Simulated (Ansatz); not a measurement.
# Lattice dynamics of BiN (model cell, started as CsCl type), part 2 of 2

Aim: the phonons of BiN (model cell, started as CsCl type) at a cell relaxed beforehand at this level. After the zone centre comes a 4×4×4 q mesh on a 16×16×16 k mesh.

Ansatz 0.2.0; DFT PBEsol, scalar-relativistic, plane waves, PAW.

So far. Step 2 (Zone-centre response): Before it was imposed, the acoustic sum rule was missed by 5.8e-5 eV/Å². Small misses are needed for a sound result but don't prove that mesh and cutoff are converged. The lowest optical mode is imaginary, 249.7i cm⁻¹, so the energy falls along it.

The structure was built from a prototype and need not be the compound's stable phase.

## (3) Response at finite wavevector

Stability and thermal properties need the whole zone. Linear response on a 4×4×4 q mesh gives force constants as far as a supercell of that size would.

File input.yaml:

```yaml
crystal:
  lattice:
    - [3.1375731501, 0.0, 0.0]
    - [0.0, 3.1375731501, 0.0]
    - [0.0, 0.0, 3.1375731501]
  atoms:
    - { symbol: Bi, position: [0.0, 0.0, 0.0] }
    - { symbol: "N", position: [0.5, 0.5, 0.5] }
kpoints:
  mp_grid: { grid: [16, 16, 16] }
hamiltonian:
  xc: pbesol
scf:
  occupations: { method: methfessel_paxton, width: 0.2 }
output:
  eigenvalues: true
phonons:
  method: dfpt
  qmesh: [4, 4, 4]
  temperatures: { t_max: 1000, t_step: 50 }
  qpath:
    path:
      - [[0.0, 0.0, 0.0], [0.0, 0.5, 0.0], [0.5, 0.5, 0.0], [0.0, 0.0, 0.0], [0.5, 0.5, 0.5], [0.0, 0.5, 0.0]]
      - [[0.5, 0.5, 0.5], [0.5, 0.5, 0.0]]
    npoints: 10
```

Started as:

```bash
ansatz run input.yaml --threads 4 --pin off --max-ram 7168MiB --backend cpu --events-out ev --progress --plain --runs-dir out
```

Numbers of over 12 decimals in the logs are rounded to 6 here.

What it wrote:

```text
[...]
Crystal: 2 atoms, lattice volume = 30.887 Å³
Basis set: ecut = 420 eV, 619 PW (Γ), exchange–correlation on 48×48×48 points (8 copies of the dense FFT grid, shifted against one another)
Bands: 14, of which v1, the nominal top of the filled ones, is band 10 counted from 1 (9 counted from 0)
Symmetry: 48 space group operations
k-points: 165 of 4096
[...]
SCF iter   1: F=—  HF=-12618.040732 eV  |F-HF|=—  |Δ(HF+E_count)|=         —  Δρ=1.74e-2  dr2=1.23e-1  ethr=1.77e-3  ⟨swp⟩=5.0  Hψ=11301  notcnv=0
[...]
SCF iter   9: F=-12618.014531 eV  HF=-12618.014531 eV  |F-HF|=1.82e-12  |Δ(HF+E_count)|=  9.09e-12  S|Δr|=    0.00e0  Δρ=6.35e-8  dr2=1.40e-12  ethr=1.00e-12  ⟨swp⟩=5.8  Hψ=10098  notcnv=0
[...]
SCF 1 converged in 9 iterations: F = -12618.014531 eV  dr2 = 1.40e-12
[...]
iter 1 solved again at ethr=1.80e-7 eV; its pass at ethr=3.10e-3 eV (dr2=3.59e-5 eV) is discarded
SCF iter   1: F=—  HF=-12618.014522 eV  |F-HF|=—  |Δ(HF+E_count)|=         —  Δρ=9.28e-7  dr2=1.12e-10  ethr=1.80e-7  ⟨swp⟩=3.2  Hψ=18818  notcnv=0
eigensolver tolerance schedule: the retry pair's looser diagonalisation over-reported the residual by 320188.76 of it (diagonalisation noise at an unbounded share of the residual, at the tolerance the schedule requests for it); recorded, not acted on — ethr = c·dr2/N_el stays at c = 1.0e-1
[...]
SCF iter   2: F=—  HF=-12618.014531 eV  |F-HF|=—  |Δ(HF+E_count)|=   9.20e-6  S|Δr|=    0.00e0  Δρ=6.34e-7  dr2=6.42e-11  ethr=1.00e-12  ⟨swp⟩=4.1  Hψ=6531  notcnv=0
[...]
SCF iter   4: F=-12618.014531 eV  HF=-12618.014531 eV  |F-HF|=7.28e-12  |Δ(HF+E_count)|=  3.64e-12  S|Δr|=    0.00e0  Δρ=2.58e-7  dr2=9.83e-12  ethr=1.00e-12  ⟨swp⟩=3.7  Hψ=6909  notcnv=0
SCF 2 converged in 4 iterations: F = -12618.014531 eV  dr2 = 9.83e-12
phonons: the bands overlap, so this run is a metal and interpolates without the dipole-dipole term. If the crystal is really an insulator or semiconductor, its LO-TO splitting is missing
NSCF: frozen V_eff on 165 k-points
[...]
DFPT response loops at q = (0, 0, 0) (fractional): preconditioner auto → Kerker (q_TF=auto, 2.538 Å⁻¹) (partly filled bands, converged f_vac=0.000); β = 1.00, the filter's whole step (`scf.mixing.beta` (0.50) is not read by the response loops under this deck's `scf.mixing.preconditioner`; to damp them name `kerker` or `kerker_dos`, under which they read `scf.mixing.beta`, and type it under 1.00, their step now; both keys bind the ground state too); Broyden in place of MSR1
[...]
SCF converged after 9 iterations
[...]
Free energy (F): -12618.014531 eV
[...]
Internal energy: -12618.012258 eV  (E = F + TS)
E sigma→0 (E₀):  -12618.013963 eV
Entropy (-TS):   -0.002273 eV (-1.137 meV/atom)
Fermi energy:    14.075434 eV
[...]
--- Band table (eV; the first three rows and the last of 165) ---
  k-point 0: bands = [... 6 lower, 5.8742, 12.1076, 12.1076, 12.1076, 21.4127, 21.4127, 21.4127, 21.4204]
  k-point 1: bands = [... 6 lower, 5.7756, 12.0812, 12.1537, 12.1537, 20.4386, 21.3493, 21.3493, 21.4557]
  k-point 2: bands = [... 6 lower, 5.4827, 12.0266, 12.2887, 12.2887, 19.4158, 21.1599, 21.1599, 21.5619]
  k-point 164: bands = [... 6 lower, 6.9238, 11.4893, 11.4893, 11.4893, 12.1666, 12.1666, 12.1666, 27.6492]
--- Phonons (Γ-DFPT): 2 representative perturbations + reference (Σ response iterations 6) ---
  ASR residual: 5.796e-5 → 0.000e0 eV/Å²; symmetrization residual: 1.370e-6 eV/Å²
  ASR residual per site (eV/Å²): 3.94e-6 5.80e-5
  Γ frequencies (cm⁻¹): -249.68 -249.68 -249.68 0.00 0.00 0.00
--- Phonons (arbitrary-q DFPT): 10 irreducible q on the 4×4×4 mesh ---
  q = [0.0000, 0.0000, 0.0000] (star 1, of the zone-centre solve; hermiticity 9.10e-7, symmetrization 3.93e-13): -249.68 -249.68 -249.68 -0.00 0.00 0.00
  q = [0.0000, 0.0000, 0.2500] (star 6, 4 solved perturbations in 4032 linear systems a pass and spin channel, the states on 1296 of 4096 k-point pairs; hermiticity 2.14e-7, symmetrization 3.35e-13): -207.21 -207.21 -30.76 -30.76 106.19 169.36
[...]
q = [0.0000, 0.2500, -0.5000] (star 12, 6 solved perturbations on 1296 of 4096 k-point pairs; hermiticity 2.78e-7, symmetrization 8.39e-15): -169.57 -76.51 48.66 51.92 169.83 231.87
[...]
sum rule: each row above includes the acoustic sum rule's correction from the zone centre's row sums; it moved no ω² by more than (1.06 cm⁻¹)²
  mesh force constants: q→R imaginary residual 4.06e-18; ASR residual 5.796e-5 → 0.000e0 eV/Å²; symmetrization residual 2.665e-15 eV/Å²
  interpolated dispersion: 62 rows × 6 modes
  density of states and harmonic sums: on the 20×20×20 q-mesh, interpolated from the force constants of a 4×4×4 supercell (no non-analytic term)
  largest difference from the sums on the solved wave vectors: F 4.56e-2 eV, S 6.82e-5 and C_V 2.26e-5 eV/K
  zero-point energy: 0.030491 eV/cell   skipped modes (ω ≤ 0): 736, of them read as no rigid motion or as one in doubt: 733 (2.575e0 modes/cell left out, lowest -258.00 cm⁻¹)   left out of the sums: 4.29e-1 of the cell's modes: C_V's classical limit lies that fraction below 3 k_B per atom; for a crystal, a wire or a layer, F and S can be off by more, and a phonons.interpolated_qmesh denser along its periods is the remedy for the sampling
```

It took 6.1 min on 4 threads of Arm Neoverse V2, shared host; peak memory 2.8 GiB; 24 min of CPU time.

This step gave:

| Property | Result |
| --- | --- |
| sum-rule residual before enforcement | 5.80e-5 eV/Å² |
| lowest frequency on the path | -255.5 cm⁻¹ |
| highest frequency on the path or at a solved wavevector | 320.7 cm⁻¹ |
| lowest mode on the q mesh (acoustic modes at Γ apart) | -255.5 cm⁻¹ |

Frequencies (cm⁻¹) solved at each irreducible wavevector; negative means imaginary. Frequencies by wavevector, by row:

```
q in reciprocal lattice units  star  mode 1  mode 2  mode 3  mode 4  mode 5  mode 6
                        0 0 0     1  -249.7  -249.7  -249.7       0       0       0
                     0 0 0.25     6  -207.2  -207.2   -30.8   -30.8   106.2   169.4
                     0 0 -0.5     3   -62.1   -62.1    79.9    79.9   166.3   320.7
                  0 0.25 0.25    12  -204.6  -201.4   -55.9   101.2   108.4   238.2
                  0 0.25 -0.5    12  -169.6   -76.5    48.7    51.9   169.8   231.9
                  0 -0.5 -0.5     3  -255.5  -255.5  -228.5   -89.9     142     142
               0.25 0.25 0.25     8   -85.1   -85.1    45.2   119.3   119.3   183.1
               0.25 0.25 -0.5    12  -254.6   -86.2    67.3   143.1   164.7   235.7
               0.25 -0.5 -0.5     6    55.2    71.9    71.9   170.9   170.9   202.8
               -0.5 -0.5 -0.5     1   116.8   116.8   116.8   303.8   303.8   303.8
```

Interpolated from a 4×4×4 q mesh. Phonon branches along the path, in cm⁻¹:

```
    point  branch 1  branch 2  branch 3  branch 4  branch 5  branch 6
        Γ      -250      -250      -250         0         0         0
        X       -62       -62        80        80       166       321
        M      -256      -256      -228       -90       142       142
        Γ      -250      -250      -250         0         0         0
        R       117       117       117       304       304       304
        X       -62       -62        80        80       166       321
jump to R       117       117       117       304       304       304
        M      -256      -256      -228       -90       142       142
```

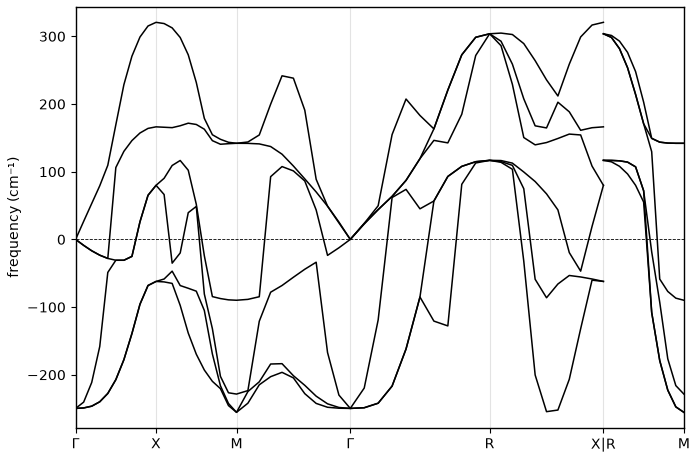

Phonon branches along the path.

The phonon density of states has structure finer than the step of the table below, so its rows give means over 25 cm⁻¹, whole bins alone (the curve runs from -258 to 322 cm⁻¹). Peaks (cm⁻¹: height): -197.5: 0.0187, -62.5: 0.0161, 142.5: 0.0440, 212.5: 0.0127.

Tetrahedra on a 20×20×20 mesh, mean over bins of 5 cm-1. Interpolated from a 4×4×4 q mesh. Table of phonon density of states by wavenumber; means over each step:

```
wavenumber (cm⁻¹)  phonon density of states (1/cm⁻¹/cell)
             -225                                  0.0123
             -200                                  0.0161
             -175                                  0.0105
             -150                                 0.00765
             -125                                 0.00633
             -100                                 0.00684
              -75                                  0.0139
              -50                                  0.0121
              -25                                 0.00949
                0                                 0.00647
               25                                 0.00738
               50                                 0.00951
               75                                  0.0113
              100                                  0.0162
              125                                  0.0174
              150                                  0.0271
              175                                  0.0107
              200                                 0.00893
              225                                  0.0104
              250                                 0.00758
              275                                 0.00480
              300                                 0.00281
```

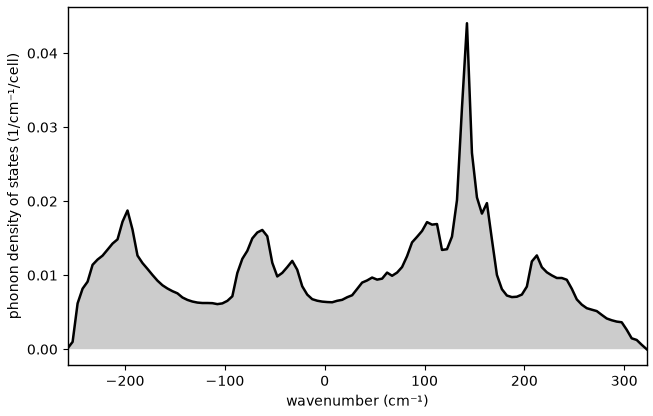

Phonon density of states, plotted against wavenumber.

The partial phonon density of states has structure finer than the step of the table below, so its rows give means over 50 cm⁻¹, whole bins alone (the curve runs from -265 to 339 cm⁻¹). Peaks (cm⁻¹: height): Bi -63.6: 0.0151, 38.9: 0.0113, 111.0: 0.0147, 141.4: 0.0304; N -200.2: 0.0168, 141.4: 0.00821, 168.0: 0.00875, 217.3: 0.0129, 247.7: 0.0109.

Phonopy on the run's constants, 19x19x19 mesh, Gaussian sigma 4.3 cm-1. Interpolated from a 4×4×4 q mesh. Partial phonon density of states against wavenumber; means over each step; values in 1/cm⁻¹/cell:

```
wavenumber (cm⁻¹)       Bi        N
             -200  0.00111   0.0128
             -150  0.00120  0.00655
             -100  0.00445  0.00372
              -50   0.0118  0.00182
                0  0.00392   5.7e-4
               50  0.00880  0.00127
              100   0.0119  0.00307
              150   0.0156  0.00695
              200   7.4e-4  0.00836
              250   1.1e-4  0.00712
              300   4.3e-6  0.00286
```

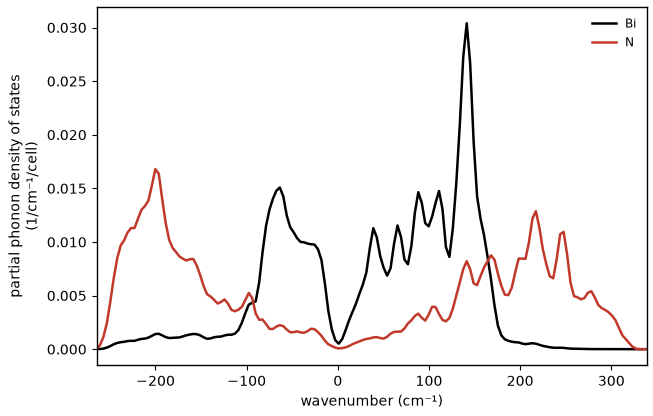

Partial phonon density of states, plotted against wavenumber.

Second derivatives of the energy by pair, one row for each kind of neighbour of each atom listed. Each entry sums the pair over the periodic images of the supercell that the q mesh stands for, and in a polar crystal it holds the long-range dipole part too. Force constants by pair, by row:

```
atom  neighbour  distance (Å)  third of the trace (eV/Å²)  along the pair's line (eV/Å²)
 Bi1     itself             0                       4.464                              –
 Bi1          N         2.717                      0.3234                          1.346
 Bi1         Bi         3.138                     -0.8211                         -4.141
 Bi1         Bi         4.437                     -0.0682                        -0.4175
 Bi1          N         5.203                       0.012                         0.0582
 Bi1         Bi         5.434                     -0.2374                        -0.6191
 Bi1         Bi         6.275                      0.0601                         0.0195
 Bi1          N         6.838                     -0.0082                         0.0019
 Bi1         Bi         7.016                      0.0025                         -0.001
  N2     itself             0                      0.1981                              –
  N2         Bi         2.717                      0.3234                          1.346
  N2          N         3.138                     -0.2215                        -0.7767
  N2          N         4.437                      0.0217                        -0.0964
  N2         Bi         5.203                       0.012                         0.0582
  N2          N         5.434                     -0.3498                         -1.016
  N2          N         6.275                     -0.0261                        -0.3416
  N2         Bi         6.838                     -0.0082                         0.0019
  N2          N         7.016                     -0.0136                         0.0187
```

Symmetry leaves 10 wavevectors to solve. The lowest mode among them, the acoustic zeros apart, lies at q = (0, -0.5, -0.5) and is imaginary, 255.5i cm⁻¹, so the energy falls along it.

## (4) Another isotope

An isotope changes the mass and not the force constants, so no new electronic calculation is needed; the shifts show which modes move this element.

The same force constants with the mass of N changed from 14.007 to 15.000 u (phonopy, no LO-TO term). Both lists are sorted by frequency; levels can cross, so a row need not hold one and the same mode. Modes under 3 cm⁻¹ are left out. Isotope shifts, by row:

```
          q  rank  natural mass (cm⁻¹)  changed mass (cm⁻¹)
      0 0 0     1               -249.7               -241.8
      0 0 0     2               -249.7               -241.8
      0 0 0     3               -249.7               -241.8
   0 0 0.25     1               -207.2               -200.8
   0 0 0.25     2               -207.2               -200.8
   0 0 0.25     3               -30.76               -30.68
   0 0 0.25     4               -30.76               -30.68
   0 0 0.25     5                106.2                  106
   0 0 0.25     6                169.4                  164
   0 0 -0.5     1               -62.09               -62.09
   0 0 -0.5     2               -62.09               -62.09
   0 0 -0.5     3                 79.9                77.21
   0 0 -0.5     4                 79.9                77.21
   0 0 -0.5     5                166.3                166.3
   0 0 -0.5     6                320.7                309.9
0 0.25 0.25     1               -204.6               -198.6
0 0.25 0.25     2               -201.4               -194.9
0 0.25 0.25     3               -55.88               -55.78
0 0.25 0.25     4                101.2                101.2
0 0.25 0.25     5                108.4                107.9
0 0.25 0.25     6                238.2                230.3
```

A mode of this element alone would shift by -3.37 %.

## (5) Outcome

- space group (within 0.01 Å): Pm-3m
- volume per atom: 15.4 Å³
- electronic character: no gap on this mesh
- highest optical mode at the zone centre (no LO-TO term): -250 cm⁻¹
- lowest optical zone-centre mode: -250 cm⁻¹
- lowest mode on the q mesh (acoustic modes at Γ apart): -256 cm⁻¹
- highest frequency on the path or at a solved wavevector: 321 cm⁻¹
- imaginary modes on the 4×4×4 q mesh: yes

In words: Modes are clearly imaginary (beyond 10i cm⁻¹) at 8 of the 10 irreducible wavevectors, most at q = (0, -0.5, -0.5) (255.5i cm⁻¹), so this structure is not a minimum of the energy. The optical modes at Γ form one degenerate level at -250 cm⁻¹ (negative means imaginary). With no gap, or one that is small against the smearing, the frequencies hang on the k mesh and the smearing, most of all near Kohn anomalies. Spin-orbit coupling is left out, which can matter for the heavy elements here. A phonon run warned that its eigensolver left some bands unconverged in a pass. The starting cell was built on a prototype and not taken from a measurement, so the phase need not exist. These are harmonic frequencies at zero temperature: anharmonic shifts, linewidths and thermal expansion are left out.

[Logs are printed without paths, hosts, clocks, repeated set-up lines and the standing remarks that a program may print on its own settings, such as how far it seeks lower states.]

[Hosts, paths, dates, database ids (printed as entryN), source tags and the programs' standing remarks are cut or masked in the printed files.]
